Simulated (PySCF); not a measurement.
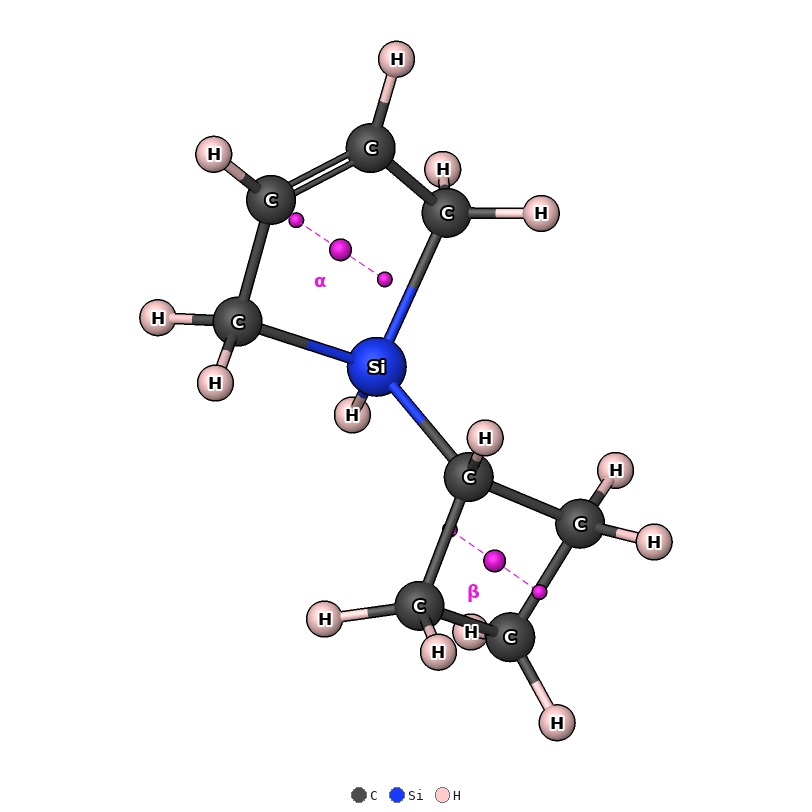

The small points mark where nucleus-independent chemical shifts (NICS) were computed: at the centre of each lettered ring and 1 Å above and below it. The geometry was computed by an optimisation with PBE0-D3(BJ)/def2-SVP. No frequency run is at hand to confirm it as a minimum. Level of theory: GIAO PBE0/pcSseg-1 NMR shielding, non-relativistic, IEF-PCM methanol (PySCF 2.14.0).

Give NICS(0), NICS(1) and the out-of-plane component NICS(1)zz for each ring (means of the two sides).

```json
{"ring": "α", "members": "C4Si", "NICS(0)": "−2.1", "NICS(1)": "−3.1", "NICS(1)zz": "−2.1"}
{"ring": "β", "members": "C4", "NICS(0)": "−0.5", "NICS(1)": "−0.5", "NICS(1)zz": "3.7"}
```

Values in ppm.

> What do the values say about the ring currents?

Ring α: weak, as in a non-aromatic ring. NICS is one index among several.
